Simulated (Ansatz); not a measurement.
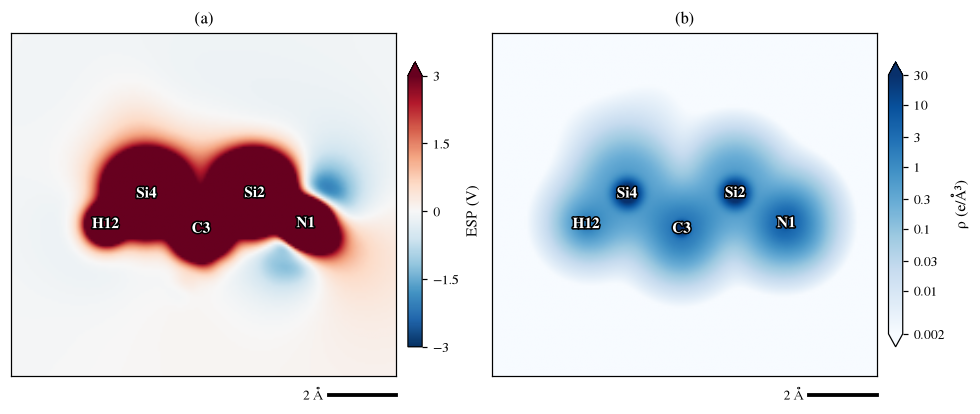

The picture shows: CH₁₁NSi₃ (SMILES N[SiH2]C[SiH2][SiH3]). (a) electrostatic potential; (b) total electron density on the plane of atoms Si2, C3 and Si4.

Computed with Ansatz 0.2.0, RKS PBE0-D4/6-31G.

Input file:

```
crystal:
  periodic: [false, false, false]
  atoms:
    - { symbol: "N", position_ang: [-0.5025, 1.8917, 2.2724] }
    - { symbol: Si, position_ang: [-0.7953, 0.7284, 1.0889] }
    - { symbol: C, position_ang: [0.6942, -0.2813, 0.8662] }
    - { symbol: Si, position_ang: [0.465, -1.5582, -0.4083] }
    - { symbol: Si, position_ang: [0.3403, -0.6809, -2.5562] }
    - { symbol: H, position_ang: [-1.4279, 2.4424, 2.4221] }
    - { symbol: H, position_ang: [0.1244, 2.6398, 1.9149] }
    - { symbol: H, position_ang: [-1.0931, 1.4869, -0.1487] }
    - { symbol: H, position_ang: [-1.9521, -0.04, 1.5812] }
    - { symbol: H, position_ang: [0.9932, -0.7663, 1.8495] }
    - { symbol: H, position_ang: [1.5732, 0.3371, 0.6149] }
    - { symbol: H, position_ang: [1.5115, -2.5603, -0.3397] }
    - { symbol: H, position_ang: [-0.9116, -2.2911, -0.1307] }
    - { symbol: H, position_ang: [1.61745, 0.07474, -2.87284] }
    - { symbol: H, position_ang: [0.21122, -1.82093, -3.48577] }
    - { symbol: H, position_ang: [-0.7864, 0.19018, -2.70413] }
basis:
  gaussian: { orbitals: "6-31G" }
hamiltonian:
  xc: pbe0
  dispersion: d4
relax:
  f_tol: 0.015
  max_steps: 40
output:
  orbitals: {}
```

Command:

```sh
ansatz run input.yaml --threads 1 --pin off --max-ram 2048MiB --backend cpu --events-out ev --progress --plain --runs-dir out
```

The fields are those of the relaxed geometry.

Question: What does the map show?

Answer: The section cuts through N, Si, C and H sites. Si–N (1.76 Å): the density is about 0.88 e/Å³ at the midpoint. C–Si (1.91 Å): the density is about 0.8 e/Å³ at the midpoint. Si–H (1.51 Å): the density is about 0.66 e/Å³ at the midpoint. Outside the dense part of the molecule the potential is most negative (−2.0 V) near N1.
